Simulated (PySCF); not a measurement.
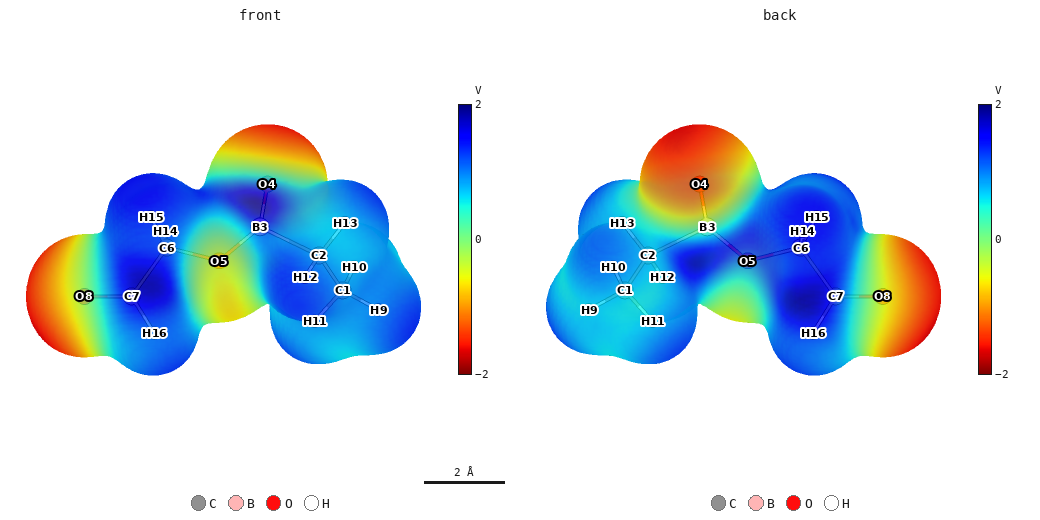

Figure. C4H8BO3 (SMILES CCB([O])OCC=O) (doublet). The electrostatic potential painted on the density surface at 0.004 e/bohr³, seen from the front and from behind; red is negative and blue positive.

Geometry: GFN2-xTB.

These are results of UKS B3LYP, pcH-1 on B C H O, non-relativistic, mean-field spin-orbit, GIAO (PySCF 2.14.0, density-fitted response routines), not measurements.

| atom | x (Å) | y (Å) | z (Å) |
| --- | --- | --- | --- |
| C | -2.2480 | -0.0064 | -1.1292 |
| C | -1.8834 | 0.1471 | 0.3163 |
| B | -0.3683 | -0.7029 | 0.5991 |
| O | -0.5232 | -1.9054 | 0.8881 |
| O | 0.6341 | 0.2097 | 0.4018 |
| C | 1.9723 | -0.1910 | 0.5779 |
| C | 2.8958 | 0.7970 | -0.0871 |
| O | 4.0904 | 0.7570 | -0.0316 |
| H | -3.1650 | 0.5557 | -1.3265 |
| H | -2.4345 | -1.0487 | -1.3766 |
| H | -1.4662 | 0.3816 | -1.7776 |
| H | -1.6257 | 1.1629 | 0.5960 |
| H | -2.6110 | -0.2906 | 0.9895 |
| H | 2.1498 | -1.1871 | 0.1496 |
| H | 2.2199 | -0.2533 | 1.6469 |
| H | 2.3551 | 1.5832 | -0.6456 |

**Where is the surface potential most negative and most positive?**

The most negative region (about −1.6 V, or −37 kcal/mol for a unit charge) lies over O4 and O8, the most positive (about +1.8 V, or +42 kcal/mol for a unit charge) over B3 and C7.
